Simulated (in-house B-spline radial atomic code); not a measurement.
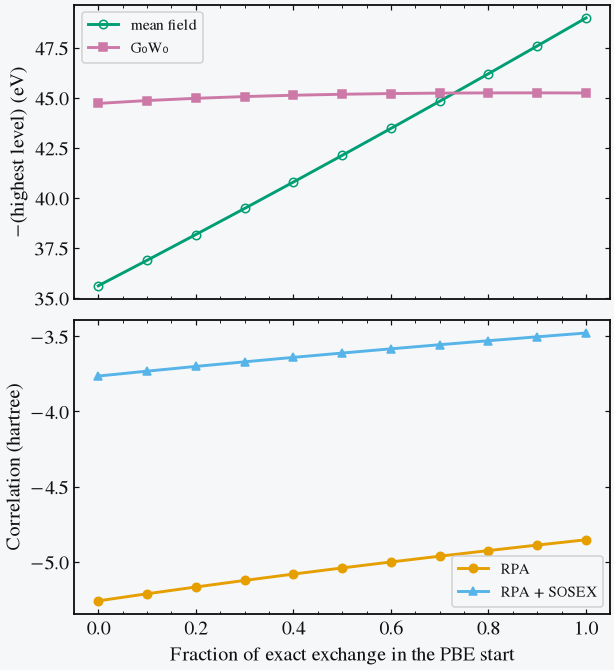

G₀W₀ and RPA for Gd³⁺ ([Xe] 4f⁷) as exact exchange is mixed into the PBE start. All-electron spherical atom, scalar X2C, no spin-orbit coupling, Breit or QED terms; computed with a B-spline radial code.

Q: How do the results depend on the fraction of exact exchange?

A: The mean-field binding energy of 4f↑ runs from 35.61 eV at fraction 0 to 48.99 eV at 1, the G₀W₀ value only from 44.72 to 45.24 eV. The correction vanishes near a fraction of 0.73. The RPA correlation energy goes from −5.26 to −4.85 hartree, and with SOSEX from −3.76 to −3.48.

Note: relativistic terms absent here (spin-orbit coupling, Breit, QED) can be large for so heavy or highly charged an atom or ion.
